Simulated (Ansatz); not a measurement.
# Convergence study of the plane-wave cutoff for Nb (Im-3m, 1 atom in the cell)

```
CELL_PARAMETERS angstrom
     -1.65825     1.65825     1.65825
      1.65825    -1.65825     1.65825
      1.65825     1.65825    -1.65825
ATOMIC_POSITIONS crystal
  Nb 0.00000 0.00000 0.00000
```

Level of theory: PBE, PAW files (plane waves; Ansatz, a program for electronic structure).

Base settings: basis.ecutwfc = 420 eV; kpoints.mp_grid.grid = 14 14 14; hamiltonian.xc = pbe; hamiltonian.pseudopotentials = {kind: paw} (the program's default PAW files); scf.occupations.method = fermi_dirac; scf.occupations.width = 0.1 eV.

The second cell is the first with its lattice scaled by 0.98.

The mesh stays at the base's, so the ladder's end is converged at best in this setting alone.

The first pressure column holds Ansatz's estimate of the finite-basis (Pulay) stress, which hides part of the cutoff error; the other is without it.

Only quantities that move along the ladder and can be compared are tabulated.

The count of work is k-points × plane waves × bands × iterations; it is no time. 

The starting cell has typed, rounded lattice constants, without a prior relaxation at this level. Its lattice was rescaled by up to half a per cent. Spin polarisation is off.

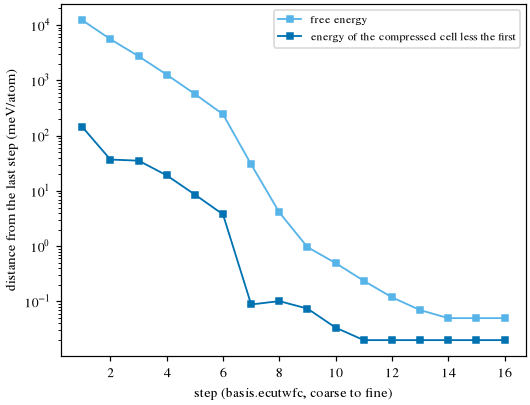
*Distance from the last step along the ladder; very small values are drawn at a floor.*

| basis.ecutwfc | free energy less the last step's (meV/atom) | energy of the compressed cell less the first (meV/atom) | pressure (GPa) | pressure without the Pulay estimate (GPa) | count of work / last |
|---|---|---|---|---|---|
| 145 eV | 12297.40 | -111.95 | -27.74 | -332.52 | 0.061 |
| 170 eV | 5559.71 | 69.07 | 4.72 | -183.21 | 0.067 |
| 190 eV | 2742.74 | 67.46 | 7.37 | -107.00 | 0.067 |
| 210 eV | 1272.28 | 51.28 | 2.15 | -58.98 | 0.10 |
| 230 eV | 567.26 | 40.74 | 0.51 | -31.09 | 0.11 |
| 250 eV | 243.67 | 35.90 | -0.32 | -15.80 | 0.14 |
| 295 eV | 30.21 | 32.04 | -0.57 | -3.17 | 0.16 |
| 335 eV | 4.09 | 32.23 | -0.52 | -0.90 | 0.19 |
| 380 eV | 0.96 | 32.21 | -0.53 | -0.57 | 0.25 |
| 420 eV | 0.50 | 32.17 | -0.54 | -0.56 | 0.29 |
| 460 eV | 0.24 | 32.15 | -0.54 | -0.55 | 0.30 |
| 505 eV | 0.12 | 32.14 | -0.54 | -0.54 | 0.36 |
| 565 eV | 0.07 | 32.14 | -0.54 | -0.54 | 0.43 |
| 630 eV | 0.05 | 32.14 | -0.54 | -0.54 | 0.52 |
| 735 eV | 0.03 | 32.13 | -0.54 | -0.54 | 0.61 |
| 840 eV | 0.01 | 32.13 | -0.54 | -0.54 | 0.74 |
| 1010 eV | 0.00 | 32.13 | -0.54 | -0.54 | 1.0 |

Coarsest basis.ecutwfc that holds the pressure without the Pulay estimate within 0.2 GPa of the last step, with all finer ones: 380 eV, at 0.25 of the last step's count of work; the step before is off by 0.36 GPa.

Coarsest basis.ecutwfc that holds the energy of the compressed cell less the first within 0.5 meV/atom of the last step, with all finer ones: 295 eV, at 0.16 of the last step's count of work; the step before is off by 3.8 meV/atom.

Coarsest basis.ecutwfc that holds the pressure within 0.5 GPa of the last step, with all finer ones: 250 eV, at 0.14 of the last step's count of work; the step before is off by 1.1 GPa.

The energy difference between the two cells stays within 1 meV/atom of the last step's from 295 eV on, the total only from 380 eV on: much of the error is common to both cells and cancels.

At the lowest cutoff the pressure without the Pulay estimate lies 332 GPa under the last step's, the usual sign of Pulay stress in an incomplete plane-wave basis.

Keys are those of Ansatz 0.2.
